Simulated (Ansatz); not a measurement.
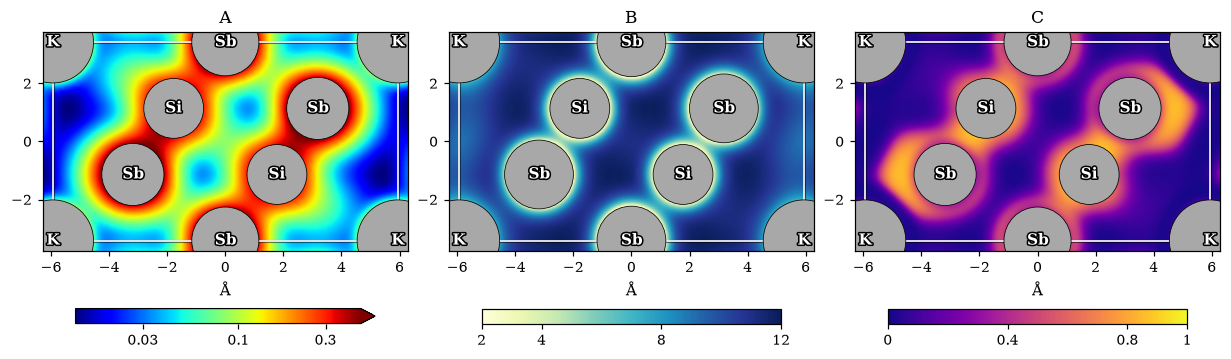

KSi$_{2}$Sb$_{3}$: 3 fields on the (110) plane of the conventional cell, with unlabelled colour scales. Grey discs cover the atomic cores.

Space group P-3m1; a structure from a database of computed crystals, not necessarily the ambient phase; started from the CaSm2S3-164 prototype, which need not be the ambient phase.

Level of theory: DFT, r2SCAN+rVV10, plane waves, PAW in Ansatz.

Question: Which field does each panel show? The fields are: electron localisation function, electrostatic potential energy of an electron and valence pseudo-density.

Answer: Panel A: valence pseudo-density. Panel B: electrostatic potential energy of an electron (low next to the atoms, rising into the space between them). Panel C: electron localisation function. From the grid: Si–Sb (2.68 Å): ρ at the midpoint is about 0.43 e/Å³; the ELF peaks at about 0.85 in the valence shell of Si, 1.0 Å from its nucleus, and is about 0.80 at the midpoint. K–Sb (3.57 Å): ρ is about 0.08 e/Å³ halfway, with its minimum of 0.07 e/Å³ about 1.6 Å from K; the ELF peaks at about 0.75 in the valence shell of Sb, 1.4 Å from its nucleus, and drops to about 0.05 between the two atoms (no shared electron pair shows on this line).
